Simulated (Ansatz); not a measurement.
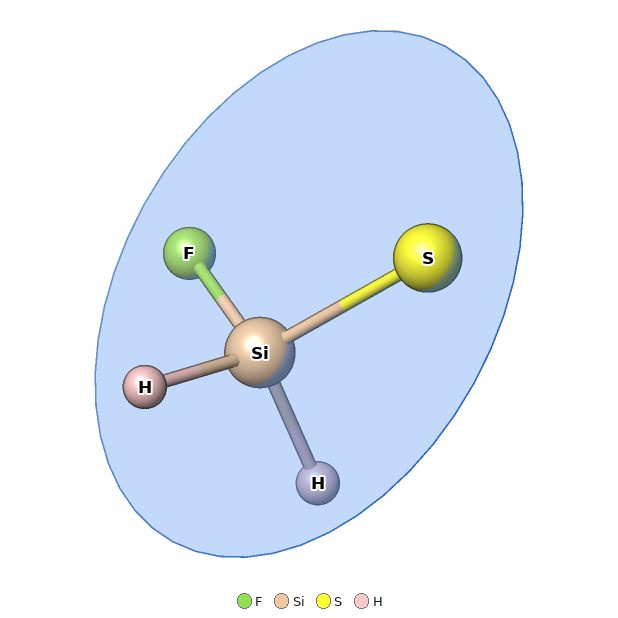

All proper rotation axes (lines) and mirror planes (discs) of the structure are drawn in. Distant atoms are faded towards the background colour. State: neutral, doublet. Computed geometry: PBE-D4/def2-SVP optimisation. No frequency run is at hand to confirm it as a minimum.

### Name the symmetry elements and the point group.

It has 1 mirror plane. Point group Cs. The group has 2 operations. The geometry is achiral, and symmetry allows a dipole moment.
